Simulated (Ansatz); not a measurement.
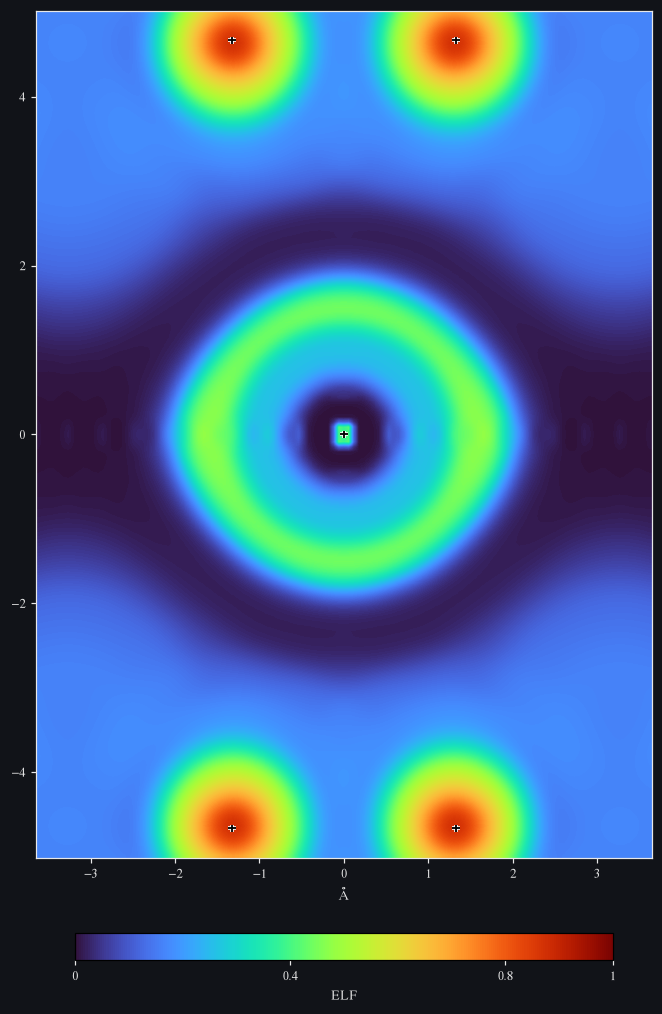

The ELF on a plane through atoms (crosses mark nuclei in the plane).

Level of theory: Ansatz, DFT PBE, scalar-relativistic, plane waves, PAW.

Candidates:
A. Yb₂I, a = 8.35 Å, b = 8.35 Å, c = 8.35 Å, α = 90.00°, β = 90.00°, γ = 90.00°. Space group F-43m; a structure generated by program, which may or may not match a known phase; computed without spin polarisation; no Hubbard U on the f states and no spin–orbit coupling.
B. BAs₅, a = 5.25 Å, b = 5.25 Å, c = 5.13 Å, α = 90.00°, β = 90.00°, γ = 120.00°. Space group P6/mmm; a structure generated by program, which may or may not match a known phase.
C. ZnAg₆, a = 6.60 Å, b = 6.60 Å, c = 6.60 Å, α = 90.00°, β = 90.00°, γ = 90.00°. Space group Pm-3m; a structure generated by program, which may or may not match a known phase.

Q: Which system is this?

A: Candidate C: ZnAg₆ on the (11̄0) plane of the conventional cell, which holds Zn and Ag. Ag–Ag (2.65 Å): the ELF is about 0.20 at the midpoint: no shared electron pair shows on this line.
